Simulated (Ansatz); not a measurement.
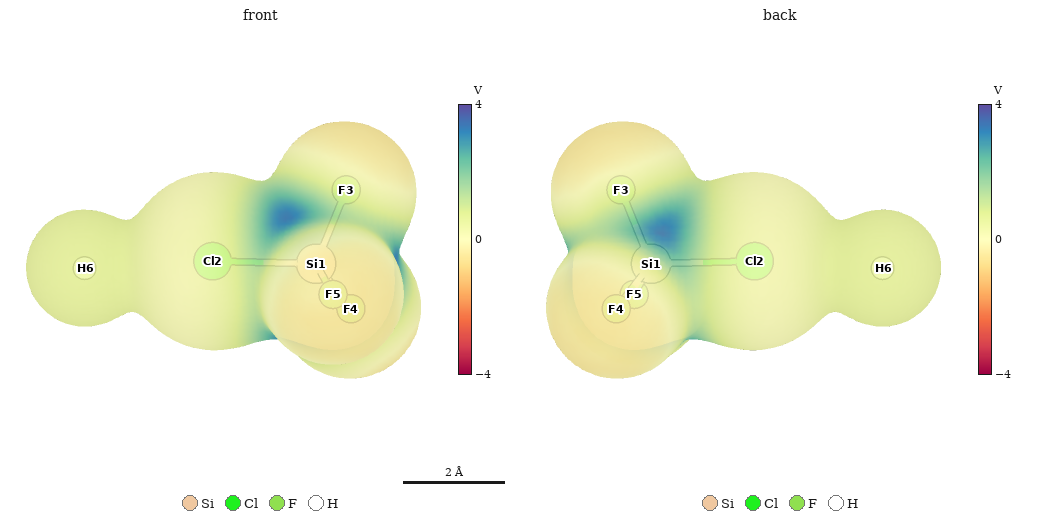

*ClF$_{3}$Si···H (doublet). The electrostatic potential painted on the density surface at 0.004 e/bohr³, seen from the front and from behind; red is negative and blue positive.*

Not at a stationary point (largest force 1.5 eV/Å).

The calculation used UKS PBE0/def2-SVP (Ansatz).

```yaml
atoms:
  - { symbol: Si, position_ang: [0.0081, 0.0000, -0.0415] }
  - { symbol: Cl, position_ang: [0.0708, 0.0000, 2.0410] }
  - { symbol: F, position_ang: [1.4853, 0.0000, -0.6311] }
  - { symbol: F, position_ang: [-0.7533, 1.2927, -0.5692] }
  - { symbol: F, position_ang: [-0.7533, -1.2927, -0.5692] }
  - { symbol: H, position_ang: [-0.0560, 0.0000, 4.6115] }
```

Where is the surface potential most negative and most positive?

Answer. The most negative region (about −0.5 V, or −12 kcal/mol for a unit charge) lies over F3, F4 and F5, the most positive (about +3.3 V, or +76 kcal/mol for a unit charge) over Si1.
